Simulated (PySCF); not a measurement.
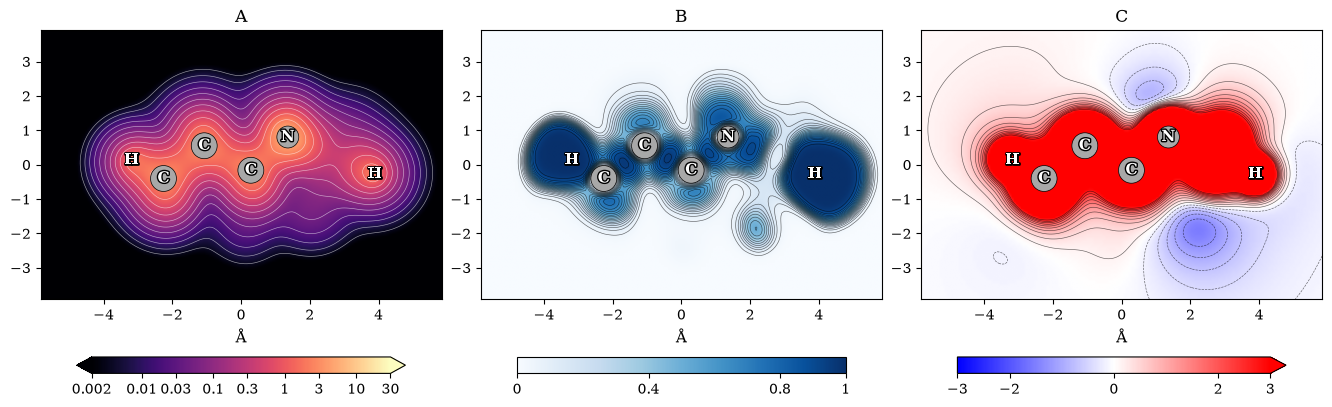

C4H11FN2Si: 3 fields on the plane of atoms C2, C3 and C4, with unlabelled colour scales. Grey discs cover the atomic cores.

Geometry: GFN2-xTB.

The calculation used PBE0/pcSseg-1, SCF density, gas phase, non-relativistic (PySCF).

```xyz
19

F     2.3878    1.1810    1.1293
C     2.5504    0.1614    0.2216
C     1.3543   -0.7781    0.2214
C     0.1042   -0.1743   -0.4282
C    -0.4438    1.0313    0.3419
N    -1.8447    1.1308   -0.0065
Si   -2.5261   -0.4087   -0.3534
N    -0.9713   -1.1431   -0.4422
H     3.4648   -0.3643    0.5169
H     2.6907    0.6337   -0.7564
H     1.1188   -1.0619    1.2485
H     1.6364   -1.6799   -0.3264
H     0.3596    0.1445   -1.4531
H    -0.3001    0.8738    1.4187
H     0.0813    1.9484    0.0605
H    -2.3308    1.8602    0.4868
H    -3.2704   -1.1155    0.6937
H    -3.2984   -0.2670   -1.5906
H    -0.7726   -1.9631   -0.9900
```

Match the panels to the quantities (electron density, electron localisation function and electrostatic potential).

Panel A: electron density. Panel B: electron localisation function. Panel C: electrostatic potential (strongly positive close to the atoms, with negative regions outside electron-rich atoms). From the grid: C–N (1.45 Å): the density is about 1.9 e/Å³ at the midpoint; the ELF peaks at about 0.90 between the atoms; a shared electron pair. C–C (1.52 Å): ρ is about 1.7 e/Å³ halfway; the ELF peaks at about 0.95 between the atoms: localised, covalent bonding.
